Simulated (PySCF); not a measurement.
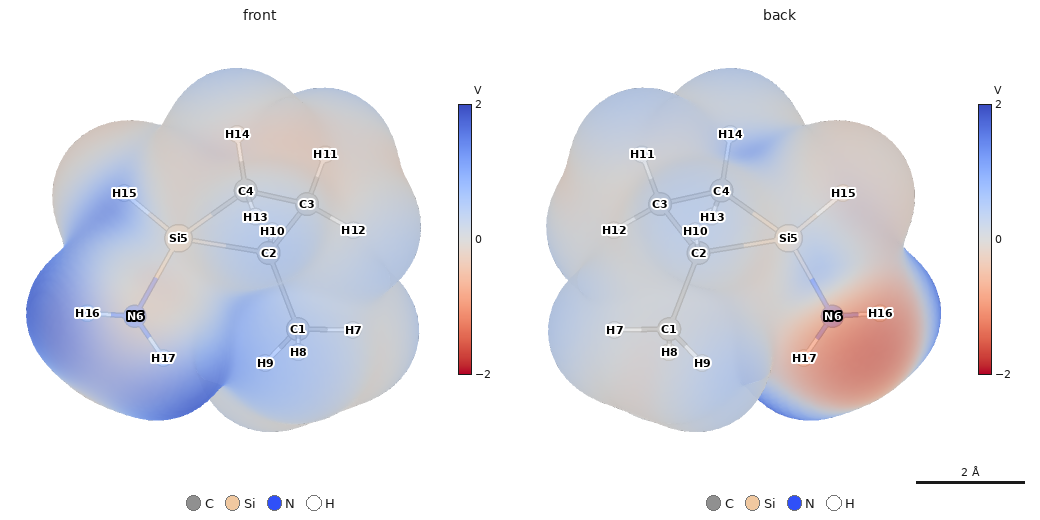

C4H11NSi. The molecular electrostatic potential painted on the density surface at 0.002 e/bohr³, seen from the front and from behind; red is negative and blue positive.

Geometry: GFN2-xTB.

Method: CAM-B3LYP/def2-SVPD, SCF density, gas phase (PySCF).

Input

```
{"job": {"kind": "uv", "xc": "CAM-B3LYP", "basis": "def2-SVPD", "nstates": 8, "ntriplets": 3}, "charge": 0, "multiplicity": 1}
C     -1.219109    -1.259110    -0.656541
C     -0.879917    -0.226151     0.408673
C     -0.942472     1.229403    -0.109583
C      0.546128     1.627854    -0.021707
Si     0.969988    -0.017760     0.865653
N      2.001682    -1.221728     0.194458
H     -2.266523    -1.182069    -0.950536
H     -0.608270    -1.111098    -1.545317
H     -1.042280    -2.265587    -0.283012
H     -1.551099    -0.379132     1.255577
H     -1.560885     1.857035     0.530875
H     -1.338716     1.290345    -1.123196
H      0.995113     1.755672    -1.005872
H      0.710178     2.555119     0.522711
H      1.351703     0.082165     2.272882
H      2.989300    -1.180480     0.381010
H      1.838181    -1.542447    -0.745985
```

Launched as:

```sh
OMP_NUM_THREADS=1 python probes_run.py task.json out
```

### Describe the electrostatic potential map.

The most negative region (about −1.3 V, or −30 kcal/mol for a unit charge) lies over N6, the most positive (about +1.6 V, or +37 kcal/mol for a unit charge) over H16 and H17. N6 is the likeliest acceptor of a hydrogen bond.
